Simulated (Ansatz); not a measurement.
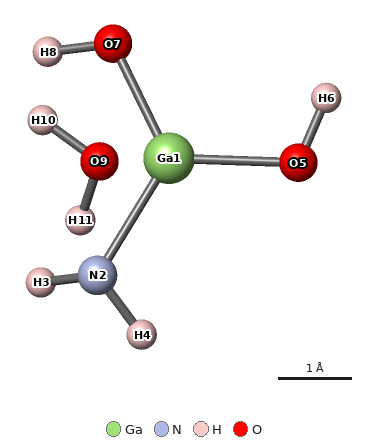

The input geometry (ball-and-stick view, seen at a tilt; atoms are numbered from 1 in the order of the input). Sticks mark near contacts.

## GaNH$_{6}$O$_{3}$: geometry relaxation (part 1 of 2)

The run: geometry relaxation of GaNH$_{6}$O$_{3}$. Method and program: RKS PBE-D4/def2-SVP (Ansatz 0.2.0).

It belongs to a series of runs on one base structure; here: end point A relaxed. Figures and captions count atoms from 1; the log counts them from 0 in places.

## Log
```
The last accepted step is kept in [file] (removed where the run ends without a failure and the disk answers)
Engine: ansatz 0.2.0, x86_64-unknown-linux-gnu
Functional definition: PBE
  parameter kappa = 0.804
  parameter beta = 0.06672455060314922
  exchange = pbe_x(kappa = kappa, mu = beta*pi^2/3)
  correlation = pbe_c(beta = beta)
1304 factors; their error is unknown
mean field evaluation 1: about -60057.0148 eV, gradient 1.1e2 eV
mean field evaluation 2: about -59971.8472 eV, gradient 2.3e2 eV
mean field evaluation 4: about -60078.8208 eV, gradient 2.6e1 eV
mean field evaluation 8: about -60080.1361 eV, gradient 3.1e-1 eV
mean field evaluation 16: about -60080.0846 eV, gradient 3.1e-4 eV
mean field -60080.08462434 eV, -2207.9023862003 hartree, gradient 6.2e-5 eV, S^2 0.000000; 0 other end points of the search recorded, 0 dependent functions left out
the calculation of the forces begins
reference -60080.08466650 eV, -2207.9023877499 hartree; 34, 34 occupied and 84, 84 virtual orbitals, 1304 factors
relax step   1: F+E_penalty+E_count = -60080.27412656 eV  Δ(F+E_penalty+E_count) = +0.000e0 eV  max|allowed force component| = 7.822e-1 eV/Å  Δτ_max = 0.0000 Å  (27 SCF iters, accepted)
these checks for a lower state are left out or cut short: starts, cluster_reference, orbital_swaps, neighbouring_geometries, increment
1304 factors; their error is unknown
mean field -60080.23165323 eV, -2207.9077894126 hartree, gradient 8.8e-6 eV, S^2 0.000000; 0 other end points of the search recorded, 0 dependent functions left out
[... from here on the field's lines of each further geometry are left out, up to the last ...]
relax step   2: F+E_penalty+E_count = -60080.42853587 eV  Δ(F+E_penalty+E_count) = -1.544e-1 eV  max|allowed force component| = 6.158e-1 eV/Å  Δτ_max = 0.1986 Å  (31 SCF iters, accepted)
relax step   3: F+E_penalty+E_count = -60080.57345164 eV  Δ(F+E_penalty+E_count) = -1.449e-1 eV  max|allowed force component| = 9.909e-1 eV/Å  Δτ_max = 0.1952 Å  (36 SCF iters, accepted)
relax step   4: F+E_penalty+E_count = -60080.57833778 eV  Δ(F+E_penalty+E_count) = -4.886e-3 eV  max|allowed force component| = 1.198e0 eV/Å  Δτ_max = 0.1950 Å  (29 SCF iters, accepted)
relax step   5: F+E_penalty+E_count = -60080.64954876 eV  Δ(F+E_penalty+E_count) = -7.121e-2 eV  max|allowed force component| = 3.248e-1 eV/Å  Δτ_max = 0.0626 Å  (30 SCF iters, accepted)
relax step   6: F+E_penalty+E_count = -60080.65423485 eV  Δ(F+E_penalty+E_count) = -4.686e-3 eV  max|allowed force component| = 2.690e-1 eV/Å  Δτ_max = 0.1076 Å  (31 SCF iters, accepted)
relax step   7: F+E_penalty+E_count = -60080.66544206 eV  Δ(F+E_penalty+E_count) = -1.121e-2 eV  max|allowed force component| = 1.897e-1 eV/Å  Δτ_max = 0.0601 Å  (29 SCF iters, accepted)
relax step   8: F+E_penalty+E_count = -60080.67777039 eV  Δ(F+E_penalty+E_count) = -1.233e-2 eV  max|allowed force component| = 1.816e-1 eV/Å  Δτ_max = 0.2000 Å  (34 SCF iters, accepted)
relax step   9: F+E_penalty+E_count = -60080.66180192 eV  Δ(F+E_penalty+E_count) = +1.597e-2 eV  max|allowed force component| = 5.652e-1 eV/Å  Δτ_max = 0.1217 Å  (35 SCF iters, rejected (line search))
relax step  10: F+E_penalty+E_count = -60080.68845882 eV  Δ(F+E_penalty+E_count) = -1.069e-2 eV  max|allowed force component| = 2.246e-1 eV/Å  Δτ_max = 0.0582 Å  (31 SCF iters, accepted)
relax step  11: F+E_penalty+E_count = -60080.70172021 eV  Δ(F+E_penalty+E_count) = -1.326e-2 eV  max|allowed force component| = 1.210e-1 eV/Å  Δτ_max = 0.1000 Å  (31 SCF iters, accepted)
relax step  12: F+E_penalty+E_count = -60080.70031623 eV  Δ(F+E_penalty+E_count) = +1.404e-3 eV  max|allowed force component| = 4.522e-1 eV/Å  Δτ_max = 0.1086 Å  (30 SCF iters, rejected (line search))
relax step  13: F+E_penalty+E_count = -60080.70822924 eV  Δ(F+E_penalty+E_count) = -6.509e-3 eV  max|allowed force component| = 8.542e-2 eV/Å  Δτ_max = 0.0541 Å  (29 SCF iters, accepted)
relax step  14: F+E_penalty+E_count = -60080.71413573 eV  Δ(F+E_penalty+E_count) = -5.906e-3 eV  max|allowed force component| = 7.135e-2 eV/Å  Δτ_max = 0.0750 Å  (30 SCF iters, accepted)
relax step  15: F+E_penalty+E_count = -60080.71242299 eV  Δ(F+E_penalty+E_count) = +1.713e-3 eV  max|allowed force component| = 8.560e-1 eV/Å  Δτ_max = 0.1122 Å  (31 SCF iters, rejected (line search))
relax step  16: F+E_penalty+E_count = -60080.71804532 eV  Δ(F+E_penalty+E_count) = -3.910e-3 eV  max|allowed force component| = 7.388e-2 eV/Å  Δτ_max = 0.0561 Å  (29 SCF iters, accepted)
relax step  17: F+E_penalty+E_count = -60080.72096826 eV  Δ(F+E_penalty+E_count) = -2.923e-3 eV  max|allowed force component| = 2.202e-1 eV/Å  Δτ_max = 0.0548 Å  (30 SCF iters, accepted)
relax step  18: F+E_penalty+E_count = -60080.72535112 eV  Δ(F+E_penalty+E_count) = -4.383e-3 eV  max|allowed force component| = 1.044e-1 eV/Å  Δτ_max = 0.0844 Å  (29 SCF iters, accepted)
relax step  19: F+E_penalty+E_count = -60080.72651031 eV  Δ(F+E_penalty+E_count) = -1.159e-3 eV  max|allowed force component| = 1.126e-1 eV/Å  Δτ_max = 0.0528 Å  (29 SCF iters, accepted)
relax step  20: F+E_penalty+E_count = -60080.72628256 eV  Δ(F+E_penalty+E_count) = +2.278e-4 eV  max|allowed force component| = 2.376e-1 eV/Å  Δτ_max = 0.0269 Å  (29 SCF iters, rejected (line search))
relax step  21: F+E_penalty+E_count = -60080.72763272 eV  Δ(F+E_penalty+E_count) = -1.122e-3 eV  max|allowed force component| = 3.089e-2 eV/Å  Δτ_max = 0.0132 Å  (29 SCF iters, accepted)
relax step  22: F+E_penalty+E_count = -60080.72918252 eV  Δ(F+E_penalty+E_count) = -1.550e-3 eV  max|allowed force component| = 6.981e-2 eV/Å  Δτ_max = 0.0949 Å  (30 SCF iters, accepted)
relax step  23: F+E_penalty+E_count = -60080.72835430 eV  Δ(F+E_penalty+E_count) = +8.282e-4 eV  max|allowed force component| = 9.374e-2 eV/Å  Δτ_max = 0.0480 Å  (29 SCF iters, rejected (line search))
relax step  24: F+E_penalty+E_count = -60080.73048610 eV  Δ(F+E_penalty+E_count) = -1.304e-3 eV  max|allowed force component| = 6.112e-2 eV/Å  Δτ_max = 0.0231 Å  (29 SCF iters, accepted)
relax step  25: F+E_penalty+E_count = -60080.73080113 eV  Δ(F+E_penalty+E_count) = -3.150e-4 eV  max|allowed force component| = 3.144e-2 eV/Å  Δτ_max = 0.0712 Å  (30 SCF iters, accepted)
the calculation of the forces begins
reference -60080.52360109 eV, -2207.9185182984 hartree; 34, 34 occupied and 84, 84 virtual orbitals, 1304 factors
relax step  26: F+E_penalty+E_count = -60080.73124048 eV  Δ(F+E_penalty+E_count) = -4.393e-4 eV  max|allowed force component| = 1.445e-2 eV/Å  Δτ_max = 0.0223 Å  (29 SCF iters, accepted)
```

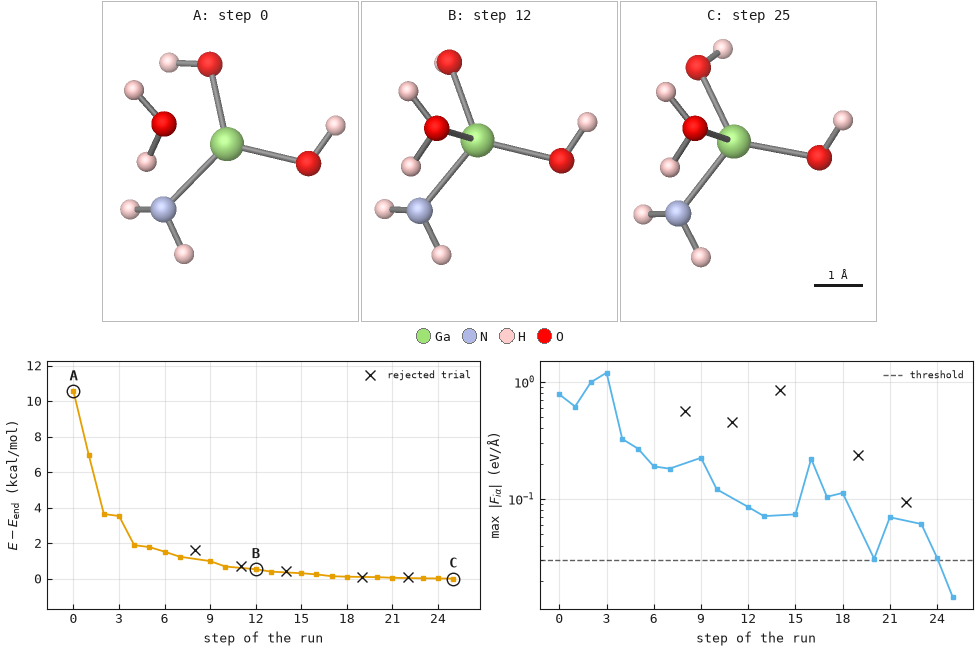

Frames of the relaxation (ball-and-stick view, seen at a tilt) above the curves, on which the letters mark them (the first geometry is step 0 here and step 1 in the log).

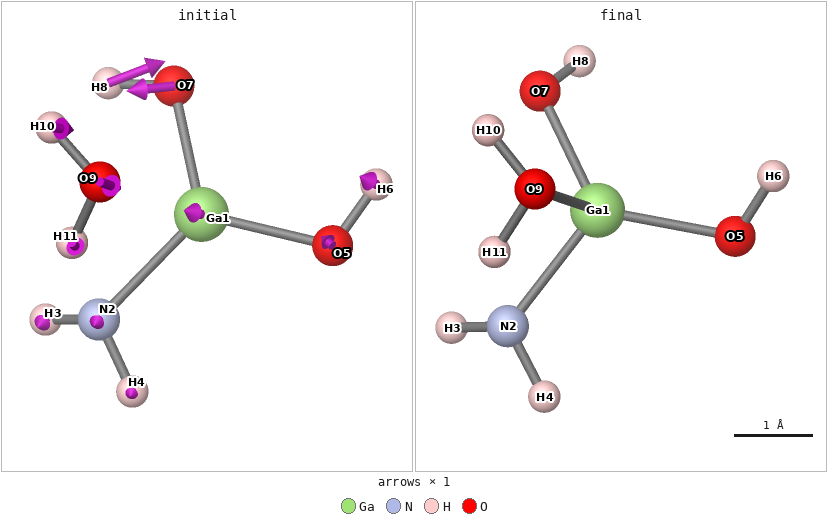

Before (left) and after (right) the relaxation, at one scale (ball-and-stick view, seen at a tilt). The pink arrows give the displacements, at true length. Over 25 geometry steps the energy falls by 10.5 kcal/mol. Largest force component: 0.78 eV/Å at the start, 0.014 eV/Å at the end. The line search rejected the trial steps at points 8, 11, 14, 19, 22 (counted from 0) and went back. The atom that moves furthest after the best rigid fit is H8 (0.80 Å). By element the largest moves are H 0.80 Å, O 0.66 Å, Ga 0.33 Å, N 0.20 Å. Distances before and after: Ga1–O9 2.976 → 2.143 Å, O9–H11 0.996 → 1.018 Å, Ga1–O5 1.794 → 1.812 Å, Ga1–O7 1.809 → 1.824 Å. New bonds form: Ga1–O9 (2.98 → 2.14 Å). Among the angles that change: N2–Ga1–O7 123.0° → 115.7°, O5–Ga1–O7 118.3° → 124.6°, Ga1–N2–H4 110.9° → 114.8°. (Atoms are counted from 1 in the order of the input.)

```
1304 factors; their error is unknown
mean field -60080.52355946 eV, -2207.9185167685 hartree, gradient 1.7e-5 eV, S^2 0.000000; 1 other end points of the search recorded, 0 dependent functions left out
the calculation of the forces begins
reference -60080.52360109 eV, -2207.9185182984 hartree; 34, 34 occupied and 84, 84 virtual orbitals, 1304 factors
Total energy: -60080.73128211 eV, -2207.9261504351 hartree
Atom 0 at    -0.031241    -0.046163     0.366421 Å, force     0.009967     0.003591     0.004949 eV/Å
Atom 1 at    -0.032316     0.101515     2.259264 Å, force     0.007118    -0.003204     0.002228 eV/Å
Atom 2 at    -0.804447    -0.386762     2.727623 Å, force    -0.001740    -0.001992     0.004611 eV/Å
Atom 3 at     0.839990    -0.193640     2.714095 Å, force    -0.005122     0.000313     0.002644 eV/Å
Atom 4 at     1.525866    -0.540148    -0.418525 Å, force    -0.009424     0.002800    -0.002020 eV/Å
Atom 5 at     1.556397    -0.249251    -1.347930 Å, force     0.002339    -0.000033    -0.000008 eV/Å
Atom 6 at    -1.673630    -0.179487    -0.416388 Å, force    -0.001776     0.010605     0.006253 eV/Å
Atom 7 at    -1.742599    -0.947450    -1.009747 Å, force    -0.000901    -0.011484    -0.009907 eV/Å
Atom 8 at    -0.171040     2.083341     0.565569 Å, force    -0.006053     0.005009    -0.012872 eV/Å
Atom 9 at    -1.100414     2.266013     0.315163 Å, force     0.014452    -0.003595     0.013789 eV/Å
Atom 10 at    -0.205768     1.793634     1.540653 Å, force    -0.008861    -0.002011    -0.009668 eV/Å
Dipole moment:    -0.271925     0.034874     0.046835 e Å
```

## Trajectory as extended XYZ (Å, eV, eV/Å), 26 frames, from step=1 to step=26
```
11
Properties=species:S:1:pos:R:3:forces:R:3 step=1 energy=-60080.27413
Ga    0.1034   -0.3333    0.2703   -0.2223   0.4500   0.6752
N    -0.0735   -0.0723    2.1505    0.1044   0.0599  -0.7822
H    -0.8336   -0.6123    2.5799   -0.0138   0.0036   0.0143
H     0.7980   -0.3159    2.6372   -0.0014  -0.0016   0.0417
O     1.7512   -0.4527   -0.4299    0.0404   0.0319   0.0600
H     1.7147   -0.4969   -1.4025   -0.0240   0.0152  -0.0206
O    -1.3147   -0.5443   -0.8331   -0.0121  -0.0490   0.0290
H    -2.1283   -0.7709   -0.3461    0.0340   0.0440  -0.0040
O    -0.3082    2.5878    0.6659    0.0731  -0.5738   0.3702
H    -1.2657    2.6302    0.4806    0.0116  -0.0290  -0.0269
H    -0.2826    2.0823    1.5233    0.0100   0.0488  -0.3567
11
Properties=species:S:1:pos:R:3:forces:R:3 step=2 energy=-60080.42854
Ga    0.0869   -0.2189    0.2724   -0.2058   0.4339   0.1773
N    -0.0777   -0.0156    2.1390    0.0409   0.0180  -0.1701
H    -0.8360   -0.5714    2.5544    0.0213   0.0310   0.0177
H     0.7928   -0.2817    2.6181   -0.0343   0.0145   0.0306
O     1.7374   -0.4070   -0.4127    0.0520   0.0595  -0.0290
H     1.7051   -0.4814   -1.3848   -0.0192   0.0234   0.0547
O    -1.3199   -0.5312   -0.8256   -0.0199  -0.0170   0.0139
H    -2.1301   -0.7492   -0.3303    0.0186   0.0245  -0.0005
O    -0.2722    2.3947    0.6371   -0.6158  -0.2853   0.0593
H    -1.2315    2.5916    0.4924    0.6016  -0.1344  -0.0741
H    -0.2937    1.9718    1.5363    0.1607  -0.1682  -0.0798
11
Properties=species:S:1:pos:R:3:forces:R:3 step=3 energy=-60080.57345
Ga    0.0533   -0.0572    0.2815    0.0910   0.0041  -0.5090
N    -0.0884    0.0257    2.1538    0.0088   0.0147   0.2417
H    -0.8385   -0.5572    2.5479    0.0363   0.0612   0.0122
H     0.7850   -0.2661    2.6143   -0.0545   0.0293   0.0037
O     1.7191   -0.3293   -0.3931   -0.2202   0.1396   0.0385
H     1.6894   -0.4526   -1.3618   -0.0505   0.0483   0.1420
O    -1.3362   -0.4961   -0.8128    0.0271   0.0905   0.0802
H    -2.1362   -0.7371   -0.3126    0.0141  -0.0085   0.0045
O    -0.2350    2.2090    0.5900   -0.9909   0.1193  -0.0917
H    -1.1787    2.5137    0.4680    0.9172  -0.3200  -0.1895
H    -0.2729    1.8488    1.5211    0.2217  -0.1785   0.2674
11
Properties=species:S:1:pos:R:3:forces:R:3 step=4 energy=-60080.57834
Ga    0.0358    0.0083    0.2728   -0.7233  -0.1582   0.3467
N    -0.0907    0.0504    2.1594   -0.0966  -0.1156   0.3784
H    -0.8423   -0.5283    2.5547    0.0291   0.0327   0.0757
H     0.7807   -0.2523    2.6150   -0.0282   0.0023   0.0178
O     1.6530   -0.2324   -0.3671    1.1977  -0.1802  -0.6553
H     1.6283   -0.3872   -1.3301    0.0716   0.0229   0.1220
O    -1.3408   -0.4380   -0.8051   -0.4818  -0.0390  -0.1046
H    -2.1247   -0.7277   -0.3024    0.0709  -0.0174  -0.0869
O    -0.1810    2.0624    0.5787   -0.7250   0.7832  -0.0392
H    -1.0983    2.3648    0.3710    0.4675  -0.0972  -0.1526
H    -0.2590    1.7817    1.5494    0.2180  -0.2335   0.0979
11
Properties=species:S:1:pos:R:3:forces:R:3 step=5 energy=-60080.64955
Ga    0.0355   -0.0278    0.2863    0.1152  -0.0979  -0.2749
N    -0.0940    0.0324    2.1822   -0.0700  -0.0439   0.0613
H    -0.8486   -0.5299    2.5946    0.0133   0.0094   0.0107
H     0.7761   -0.2611    2.6450   -0.0018   0.0227   0.0095
O     1.6981   -0.2358   -0.4004   -0.0656  -0.0153   0.0803
H     1.6655   -0.3529   -1.3668   -0.0353   0.0100   0.0199
O    -1.3811   -0.4181   -0.7968   -0.0110   0.0725   0.1085
H    -2.1509   -0.7425   -0.2955    0.0440  -0.0332  -0.0134
O    -0.1743    2.0886    0.5835   -0.3248   0.1460   0.1525
H    -1.0731    2.3813    0.3244    0.1288  -0.0196  -0.1305
H    -0.2924    1.7674    1.5398    0.2073  -0.0507  -0.0239
11
Properties=species:S:1:pos:R:3:forces:R:3 step=6 energy=-60080.65424
Ga    0.0374   -0.0520    0.2594   -0.0615   0.2371   0.1490
N    -0.1281    0.0371    2.1563    0.1485  -0.1368   0.1679
H    -0.8406   -0.5588    2.5931   -0.0048   0.0007   0.0198
H     0.7616   -0.1545    2.6410   -0.1085  -0.0424  -0.0390
O     1.7005   -0.2834   -0.3964    0.0055  -0.0449  -0.1290
H     1.6699   -0.3103   -1.3714    0.0409  -0.0094   0.0642
O    -1.4284   -0.3472   -0.7785    0.1178   0.1064  -0.1167
H    -2.1366   -0.7940   -0.2887   -0.1019  -0.1127   0.0883
O    -0.1522    2.0899    0.6215   -0.0095   0.1026  -0.2690
H    -1.0381    2.3558    0.3013    0.0524  -0.0250   0.0725
H    -0.2844    1.7191    1.5587   -0.0789  -0.0755  -0.0080
11
Properties=species:S:1:pos:R:3:forces:R:3 step=7 energy=-60080.66544
Ga    0.0408   -0.0166    0.2689   -0.0423  -0.0258   0.0678
N    -0.1164    0.0288    2.1715    0.1647  -0.0175   0.0184
H    -0.8509   -0.5518    2.5946    0.0034   0.0434  -0.0288
H     0.7654   -0.2140    2.6483   -0.1193   0.0173  -0.0532
O     1.6974   -0.2831   -0.3920    0.0263  -0.0100  -0.0711
H     1.6662   -0.3214   -1.3659    0.0235   0.0002   0.0409
O    -1.4241   -0.3197   -0.7687   -0.1897  -0.0468   0.0610
H    -2.1163   -0.8096   -0.2825    0.1547   0.0530  -0.0978
O    -0.1664    2.1076    0.5935    0.0684  -0.0744   0.0062
H    -1.0638    2.3569    0.2951    0.0066  -0.0406   0.0524
H    -0.2711    1.7245    1.5334   -0.0962   0.1011   0.0041
11
Properties=species:S:1:pos:R:3:forces:R:3 step=8 energy=-60080.67777
Ga    0.0132   -0.0218    0.2847    0.1140   0.0259  -0.0079
N    -0.0871    0.0574    2.1884   -0.1816  -0.0513  -0.0617
H    -0.8485   -0.4740    2.6267   -0.0270   0.0165   0.0009
H     0.7773   -0.2262    2.6589    0.1542  -0.0409   0.0488
O     1.6465   -0.3902   -0.4019    0.0053   0.0745   0.0039
H     1.6495   -0.2542   -1.3678   -0.0189  -0.0370   0.0551
O    -1.4672   -0.2461   -0.7544   -0.1078   0.0591   0.0596
H    -2.0486   -0.9476   -0.4104    0.0298  -0.0302  -0.0237
O    -0.1570    2.1002    0.6005   -0.0387   0.0042  -0.0491
H    -1.0577    2.3610    0.3215    0.0117  -0.0183  -0.0297
H    -0.2595    1.7432    1.5500    0.0589  -0.0025   0.0038
11
Properties=species:S:1:pos:R:3:forces:R:3 step=9 energy=-60080.66180 accepted=F
Ga   -0.0058   -0.0196    0.3223    0.0688   0.1527  -0.5215
N    -0.0933    0.0682    2.2093    0.0479  -0.0684  -0.0548
H    -0.8660   -0.4538    2.6320   -0.0339  -0.0434   0.1499
H     0.7862   -0.2692    2.6170   -0.0049  -0.0143   0.2079
O     1.6449   -0.2861   -0.3719   -0.0525  -0.1657   0.3415
H     1.5825   -0.2860   -1.3374    0.0436   0.0059  -0.3588
O    -1.5312   -0.1705   -0.6849    0.4047   0.4868   0.0541
H    -1.9686   -1.0032   -0.4834   -0.3517  -0.5652   0.0500
O    -0.1290    2.0942    0.5780   -0.0459  -0.0869   0.0512
H    -1.0392    2.3051    0.2896   -0.0535   0.0424   0.0325
H    -0.2197    1.7224    1.5257   -0.0226   0.2561   0.0479
11
Properties=species:S:1:pos:R:3:forces:R:3 step=10 energy=-60080.68846
Ga    0.0105   -0.0148    0.2913    0.0584   0.0384  -0.0867
N    -0.0888    0.0566    2.1924   -0.0558  -0.0404  -0.0464
H    -0.8560   -0.4681    2.6280   -0.0114   0.0143   0.0163
H     0.7796   -0.2384    2.6530    0.0522  -0.0237   0.0490
O     1.6474   -0.3706   -0.3937   -0.0189   0.0138   0.0416
H     1.6351   -0.2676   -1.3624    0.0007  -0.0165  -0.0085
O    -1.4952   -0.2041   -0.7255   -0.2140  -0.2198   0.1774
H    -2.0179   -0.9824   -0.4374    0.1876   0.2246  -0.1336
O    -0.1528    2.1021    0.5918    0.0072  -0.0403   0.0161
H    -1.0586    2.3465    0.3149   -0.0100  -0.0186   0.0002
H    -0.2426    1.7425    1.5436    0.0040   0.0682  -0.0253
```
